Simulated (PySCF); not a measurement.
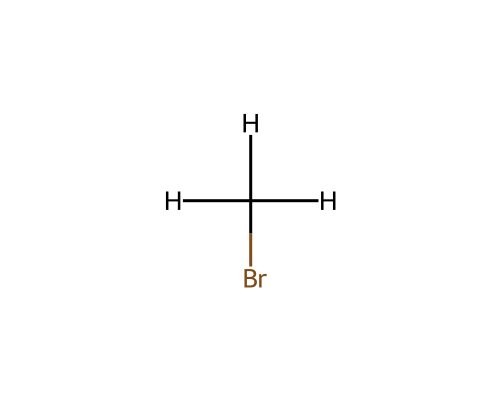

Structural formula above. The geometry was computed by an optimisation with PBE0-D3(BJ)/def2-SVP. No frequency run is at hand to confirm it as a minimum.

Describe the 3D structure.

It has 5 atoms: 1 carbon, 3 hydrogen and 1 bromine (CH₃Br). Its SMILES string is `CBr`. Among its groups: C–Br bond. This geometry has C3v symmetry. Coordination: 1 C tetrahedral.

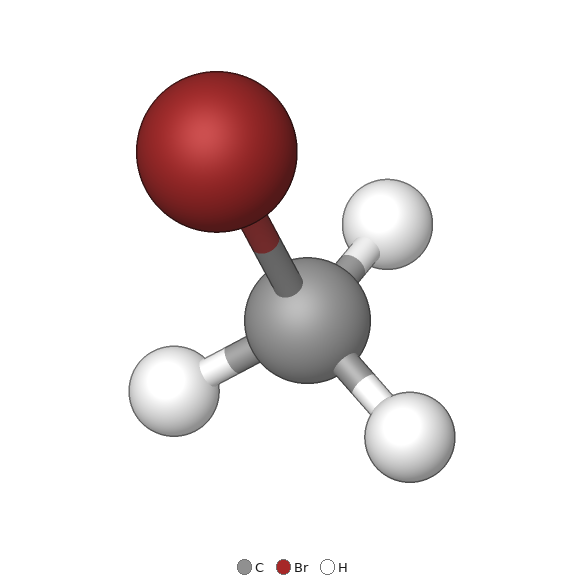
